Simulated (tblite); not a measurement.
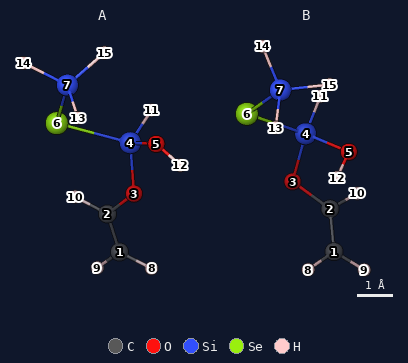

Two geometries of C2H8O2SeSi2, drawn at one scale. One is the start of a relaxation, the other its converged end. Style: ball-and-stick. Shown from a free direction.

Theory: tblite 0.8.0, GFN2-xTB geometry optimisation, gas phase. 

**Which one is relaxed?**

Structure A is the relaxed one. The atom that moves furthest after the best rigid fit is H10 (2.40 Å). By element the largest moves are H 2.40 Å, O 1.68 Å, Si 1.07 Å, C 0.73 Å, Se 0.61 Å. Near-neighbour distances that change, for instance: Si4–O5 1.748 → 1.618 Å, O3–Si4 1.743 → 1.620 Å, O5–H12 0.998 → 0.954 Å, C2–O3 1.394 → 1.352 Å. Bond angles that change, for instance: C2–O3–Si4 114.5° → 129.0°, Si4–O5–H12 109.1° → 119.2°, Se6–Si7–H14 112.9° → 103.1°. Groups turn about O3–Si4 by about 165°, Si4–O5 by about 90°, C2–O3 by about 45°. The energy falls by 0.844 eV in 275 geometry steps.
